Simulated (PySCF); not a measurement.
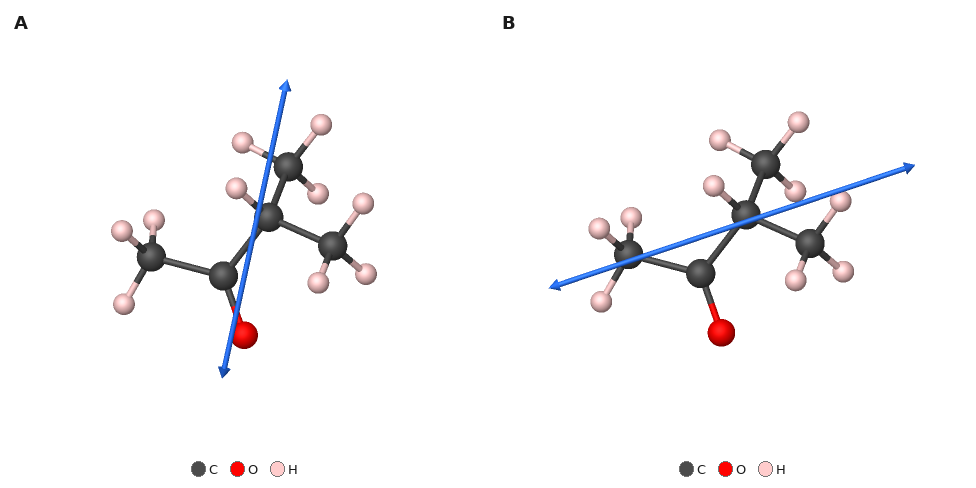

The double arrows show the directions of two transition dipoles from the ground state (lengths mean nothing). The geometry was computed by an optimisation with PBE0-D3(BJ)/def2-SVP. No frequency run is at hand to confirm it as a minimum. Method: TDDFT HF/def2-SVPD, vertical, gas phase, core orbitals frozen in the response (PySCF 2.14.0).

One belongs to singlet state 7 and one to singlet state 9. Which is which?

A: state 7, 10.35 eV (120 nm), oscillator strength 0.018, of mixed character, with the largest part HOMO → LUMO+2 (weight 0.22).
B: state 9, 10.68 eV (116 nm), oscillator strength 0.015, of mixed character, with the largest part HOMO−1 → LUMO (weight 0.38).
